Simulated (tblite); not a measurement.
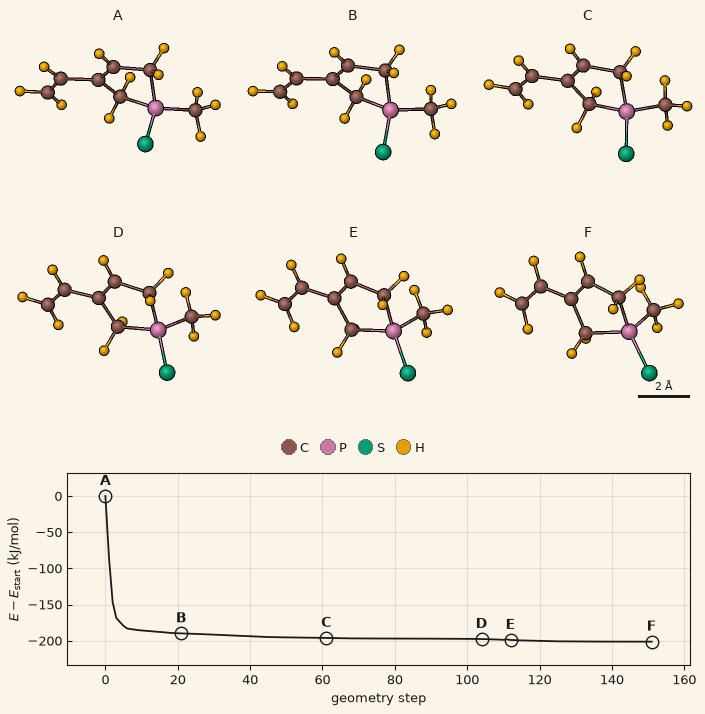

Frames of a relaxation of C₇H₁₁PS, marked on the history of the run. Style: ball-and-stick. Shown from a free direction.

Level of theory: GFN2-xTB geometry optimisation, gas phase in tblite 0.8.0. 

**Describe the path.**

An H atom moves most after the best rigid fit: 1.85 Å. Largest moves by element: H 1.85 Å, S 1.42 Å, C 0.99 Å, P 0.36 Å. Some distances before and after: P–S 1.718 → 1.937 Å, C–C 1.262 → 1.338 Å, C–H 1.141 → 1.080 Å, C–C 1.503 → 1.449 Å. Bond angles that change, for instance: C–P–C 114.2° → 104.1°, S–P–C 108.9° → 118.8°, C–P–S 111.8° → 118.6°. Groups turn about C–P by about 20°. After 151 geometry steps the energy has fallen by 201.2 kJ/mol. From step 0 to 21: the S atom moves most (0.37 Å), energy −189.8 kJ/mol. From step 21 to 61: an H atom moves most (0.55 Å), energy −6.30 kJ/mol. From step 61 to 104: an H atom moves most (0.54 Å), energy −1.52 kJ/mol. From step 104 to 112: H atoms move most (0.33 Å), energy −1.36 kJ/mol. From step 112 to 151: an H atom moves most (0.43 Å), energy −2.27 kJ/mol.
